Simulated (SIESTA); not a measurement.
# How far to go with shifted k-point meshes: Ta (Im-3m, 1 atom in the cell)

```yaml
crystal:
  lattice:
    - [-1.65825, 1.65825, 1.65825]
    - [1.65825, -1.65825, 1.65825]
    - [1.65825, 1.65825, -1.65825]
  atoms:
    - { symbol: Ta, position: [0.00000, 0.00000, 0.00000] }
```

Method: GGA PBE, numerical atomic orbitals DZP, PseudoDojo PBE standard norm-conserving potentials (rewritten from UPF to PSML) (SIESTA).

Base settings: XC.functional = GGA; XC.authors = PBE; potentials = PseudoDojo PBE standard; PAO.BasisSize = DZP; PAO.EnergyShift = 0.01 Ry; MeshCutoff = 400 Ry; kgrid.MonkhorstPack = 8 8 8; OccupationFunction = MP; OccupationMPOrder = 0; ElectronicTemperature = 1160.45 K.

Only quantities that move along the ladder and can be compared are tabulated.

Core times come from one kind of shared machine, to one figure; runs under 30 s give none.

The starting cell has typed, rounded lattice constants, without a prior relaxation at this level. Its lattice was rescaled by up to half a per cent. Spin polarisation is off. Values carry the incompleteness of an atom-centred basis. In the base run, with a pressure of about -4 GPa the cell is away from its equilibrium volume at this level.

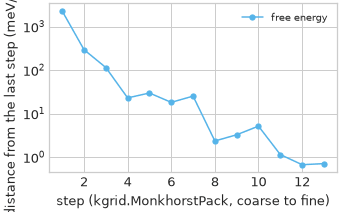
Distance from the last step along the ladder; very small values are drawn at a floor.

| kgrid.MonkhorstPack | free energy less the last step's (meV/atom) | pressure (GPa) | core time / last (rough) |
|---|---|---|---|
| 2 2 2 shifted by 0.5 0.5 0.5 | 2269.26 | 28.42 | – |
| 3 3 3 shifted by 0.5 0.5 0.5 | 294.04 | 9.12 | – |
| 4 4 4 shifted by 0.5 0.5 0.5 | -114.48 | -7.37 | – |
| 5 5 5 shifted by 0.5 0.5 0.5 | 22.94 | -4.93 | – |
| 6 6 6 shifted by 0.5 0.5 0.5 | -29.71 | -3.72 | – |
| 7 7 7 shifted by 0.5 0.5 0.5 | 18.13 | -0.93 | – |
| 8 8 8 shifted by 0.5 0.5 0.5 | 25.20 | -0.18 | – |
| 9 9 9 shifted by 0.5 0.5 0.5 | -2.35 | -3.07 | – |
| 10 10 10 shifted by 0.5 0.5 0.5 | -3.26 | -2.70 | – |
| 12 12 12 shifted by 0.5 0.5 0.5 | -5.14 | -1.65 | – |
| 15 15 15 shifted by 0.5 0.5 0.5 | -1.14 | -1.95 | 0.2 |
| 18 18 18 shifted by 0.5 0.5 0.5 | -0.67 | -1.86 | 0.3 |
| 22 22 22 shifted by 0.5 0.5 0.5 | -0.71 | -2.09 | 0.6 |
| 27 27 27 shifted by 0.5 0.5 0.5 | 0.00 | -1.88 | 1 |

Coarsest kgrid.MonkhorstPack that holds the free energy within 2 meV/atom of the last step, with all finer ones: 15 15 15 shifted by 0.5 0.5 0.5, at about 0.2 of the last step's time; the step before is off by 5.1 meV/atom.

Coarsest kgrid.MonkhorstPack that holds the pressure within 0.5 GPa of the last step, with all finer ones: 12 12 12 shifted by 0.5 0.5 0.5; the step before is off by 0.82 GPa.
